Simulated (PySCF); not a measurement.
## Two runs on C₅H₁₁NSSi

System: C₅H₁₁NSSi.
Method of the first run: GIAO PBE0/pcSseg-1 NMR shielding, non-relativistic, gas phase (PySCF 2.14.0).

The geometry comes from this level: PBE0-D3(BJ)/def2-SVP. Text and figures count atoms from 1; the logs count them from 0 in places.

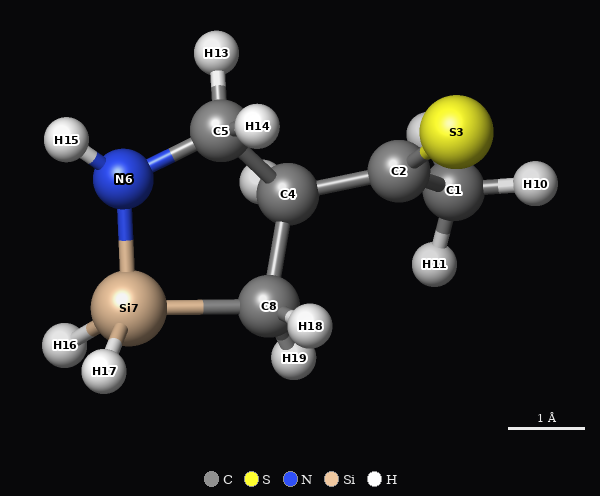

The input geometry (ball-and-stick view, seen at a tilt; atoms are numbered from 1 in the order of the input).

### The input, the first run
```
{"job": {"kind": "nmr", "xc": "PBE0", "basis": "pcSseg-1"}, "charge": 0, "multiplicity": 1}
C     -3.050225     0.373960     0.854480
C     -1.980235    -0.669625     0.790169
S     -2.236345    -2.197966     1.294282
C     -0.654868    -0.178890     0.264335
C      0.192580    -1.214822    -0.480216
N      1.510576    -0.626963    -0.636636
Si     1.934315     0.467780     0.638899
C      0.209461     0.391990     1.417069
H     -3.340058     0.660406    -0.171814
H     -3.935903     0.012498     1.389805
H     -2.667934     1.290036     1.334876
H     -0.855882     0.653266    -0.435205
H     -0.267880    -1.438621    -1.458476
H      0.189150    -2.156950     0.100314
H      2.145407    -1.104806    -1.261086
H      2.347785     1.824565     0.155534
H      3.002794     0.002495     1.582890
H      0.224216    -0.328354     2.251996
H     -0.175153     1.347297     1.803261
```

The first line tells a small driver script what to run in PySCF; the rest is the geometry in Å.

Command:
```bash
OMP_NUM_THREADS=1 python <driver script> task.json out
```

Hardware: 1 CPU thread, shared host.

### Output (the first run)
```
coarse grid: 16560 points
cycle   1  E = -938.8570691984  dE =  8.811e-01  |g| = 4.976e-01  |ddm| = 4.040e+00
cycle   2  E = -938.7926929933  dE =  6.438e-02  |g| = 7.340e-01  |ddm| = 1.239e+00
cycle   3  E = -938.9166010418  dE = -1.239e-01  |g| = 1.458e-01  |ddm| = 8.380e-01
cycle   4  E = -938.9213863276  dE = -4.785e-03  |g| = 5.841e-02  |ddm| = 2.208e-01
cycle   5  E = -938.9222659071  dE = -8.796e-04  |g| = 1.710e-02  |ddm| = 9.017e-02
cycle   6  E = -938.9223394399  dE = -7.353e-05  |g| = 3.167e-03  |ddm| = 2.281e-02
cycle   7  E = -938.9223412667  dE = -1.827e-06  |g| = 1.037e-03  |ddm| = 3.609e-03
final grid: 149800 points
cycle   8  E = -938.9708344532  dE = -3.100e-05  |g| = 1.126e-02  |ddm| = 3.449e-02
cycle   9  E = -938.9707559304  dE =  7.852e-05  |g| = 2.015e-02  |ddm| = 3.360e-02
cycle  10  E = -938.9708654711  dE = -1.095e-04  |g| = 2.968e-03  |ddm| = 2.543e-02
cycle  11  E = -938.9708677436  dE = -2.272e-06  |g| = 3.879e-04  |ddm| = 3.324e-03
cycle  12  E = -938.9708677737  dE = -3.014e-08  |g| = 1.386e-04  |ddm| = 5.392e-04
cycle  13  E = -938.9708677777  dE = -3.936e-09  |g| = 3.952e-05  |ddm| = 1.470e-04
cycle  14  E = -938.9708677781  dE = -3.740e-10  |g| = 1.009e-05  |ddm| = 5.928e-05
converged SCF energy = -938.9708677781

GIAO shielding tensors (ppm)
atom      isotropic    diamagn.    paramagn.     s11        s22        s33       span
  0 C      139.455     246.810    -107.355    113.256    124.471    180.638     67.382
  1 C      -97.167     259.140    -356.307   -269.644   -160.762    138.905    408.549
  2 S     -421.133    1057.039   -1478.172  -1591.863   -352.897    681.360   2273.223
  3 C      124.328     250.997    -126.669     94.871    123.368    154.746     59.875
  4 C      130.232     243.107    -112.875    108.807    125.279    156.610     47.803
  5 N      245.470     322.635     -77.166    192.908    232.791    310.711    117.803
  6 Si     372.973     879.334    -506.362    330.360    354.589    433.969    103.610
  7 C      161.270     253.378     -92.108    144.676    145.882    193.252     48.576
  8 H       28.441      28.096       0.345     25.085     27.642     32.596      7.511
  9 H       28.272      27.894       0.378     24.605     27.873     32.338      7.733
 10 H       27.932      28.974      -1.042     24.142     28.591     31.064      6.923
 11 H       28.019      34.927      -6.908     23.273     27.410     33.373     10.100
 12 H       28.365      30.494      -2.129     23.952     27.760     33.383      9.431
 13 H       27.619      30.551      -2.932     21.757     26.310     34.791     13.034
 14 H       31.451      31.050       0.401     21.814     28.167     44.372     22.558
 15 H       26.291      28.543      -2.252     23.054     23.345     32.473      9.419
 16 H       26.263      28.009      -1.746     22.925     23.753     32.110      9.185
 17 H       30.332      31.731      -1.399     26.560     28.825     35.611      9.051
 18 H       29.903      31.603      -1.699     25.379     28.309     36.022     10.644
```

The second run used a changed input.

### The two runs side by side

```tsv
quantity	the first run	the second run
outcome	converged	converged
total energy (hartree)	−938.970868	−938.883654
HOMO (eV)	−6.15	−4.89
LUMO (eV)	−1.95	−2.84
dipole moment (D)	2.11	2.01
shielding of C1 (ppm)	139.5	134.1
shielding of S3 (ppm)	−421.1	−450.0
shielding of C4 (ppm)	124.3	116.8
shielding of C5 (ppm)	130.2	122.0
shielding of N6 (ppm)	245.5	236.8
shielding of Si7 (ppm)	373.0	357.5
shielding of C8 (ppm)	161.3	153.6
SCF iterations	14	16
basis functions	205	205
wall time (shared host)	96 s	2.3 min
```

Which change of the input explains these differences?

The change (lines with − go, lines with + come):
```diff
-"xc": "PBE0"
+"xc": "PBE"
+"pop": false
```

The total energies belong to different methods, so their difference says nothing on which is more stable or more accurate. The HOMO goes from −6.15 to −4.89 eV. The LUMO goes from −1.95 to −2.84 eV. The dipole moment goes from 2.11 to 2.01 D. Of all shieldings, the largest change is that of S3, by −28.8 ppm. The functional changes from PBE0 to PBE. Exact exchange removes part of the self-interaction error of semilocal functionals, which pushes filled and empty levels apart. The SCF takes 16 iterations against 14.

### Output (the second run)
```
coarse grid: 16560 points
cycle   1  E = -938.7056446489  dE =  6.794e-01  |g| = 6.604e-01  |ddm| = 4.120e+00
cycle   2  E = -938.4676066346  dE =  2.380e-01  |g| = 1.186e+00  |ddm| = 2.052e+00
cycle   3  E = -938.8086804977  dE = -3.411e-01  |g| = 1.891e-01  |ddm| = 1.563e+00
cycle   4  E = -938.8169850196  dE = -8.305e-03  |g| = 5.831e-02  |ddm| = 2.805e-01
cycle   5  E = -938.8173362109  dE = -3.512e-04  |g| = 4.111e-02  |ddm| = 1.054e-01
cycle   6  E = -938.8177899555  dE = -4.537e-04  |g| = 1.366e-02  |ddm| = 6.151e-02
cycle   7  E = -938.8178368044  dE = -4.685e-05  |g| = 4.623e-03  |ddm| = 1.809e-02
cycle   8  E = -938.8178420469  dE = -5.242e-06  |g| = 7.419e-04  |ddm| = 5.317e-03
final grid: 149800 points
cycle   9  E = -938.8835684060  dE = -1.512e-05  |g| = 1.821e-02  |ddm| = 4.820e-02
cycle  10  E = -938.8830157077  dE =  5.527e-04  |g| = 4.730e-02  |ddm| = 6.816e-02
cycle  11  E = -938.8836276490  dE = -6.119e-04  |g| = 9.652e-03  |ddm| = 6.114e-02
cycle  12  E = -938.8836539611  dE = -2.631e-05  |g| = 1.322e-03  |ddm| = 1.087e-02
cycle  13  E = -938.8836543726  dE = -4.115e-07  |g| = 4.252e-04  |ddm| = 2.063e-03
cycle  14  E = -938.8836544147  dE = -4.204e-08  |g| = 6.917e-05  |ddm| = 5.346e-04
cycle  15  E = -938.8836544156  dE = -9.068e-10  |g| = 3.498e-05  |ddm| = 1.215e-04
cycle  16  E = -938.8836544159  dE = -2.829e-10  |g| = 8.802e-06  |ddm| = 4.174e-05
converged SCF energy = -938.8836544159

GIAO shielding tensors (ppm)
atom      isotropic    diamagn.    paramagn.     s11        s22        s33       span
  0 C      134.114     246.975    -112.861    106.882    118.985    176.475     69.593
  1 C      -93.957     258.492    -352.449   -252.285   -160.378    130.792    383.077
  2 S     -449.979    1057.297   -1507.276  -1692.740   -318.061    660.864   2353.604
  3 C      116.780     251.194    -134.415     87.047    116.367    146.924     59.877
  4 C      122.034     244.207    -122.174     99.600    117.155    149.346     49.746
  5 N      236.788     321.192     -84.403    183.787    221.205    305.373    121.586
  6 Si     357.470     880.529    -523.059    310.425    338.986    422.999    112.574
  7 C      153.609     252.643     -99.034    135.238    137.213    188.376     53.139
  8 H       28.258      28.301      -0.044     25.085     27.478     32.209      7.124
  9 H       28.272      27.793       0.479     24.966     27.815     32.034      7.068
 10 H       27.712      29.256      -1.544     24.079     28.149     30.910      6.831
 11 H       27.726      35.148      -7.422     23.024     27.256     32.898      9.874
 12 H       28.152      30.623      -2.471     24.018     27.731     32.706      8.687
 13 H       27.451      30.632      -3.181     21.798     25.995     34.560     12.762
 14 H       31.397      30.940       0.457     21.986     28.532     43.672     21.686
 15 H       25.963      28.672      -2.709     22.661     23.096     32.132      9.470
 16 H       25.932      28.068      -2.136     22.557     23.558     31.682      9.125
 17 H       30.076      31.663      -1.587     26.543     28.787     34.899      8.356
 18 H       29.660      31.564      -1.904     25.422     28.299     35.260      9.837
```
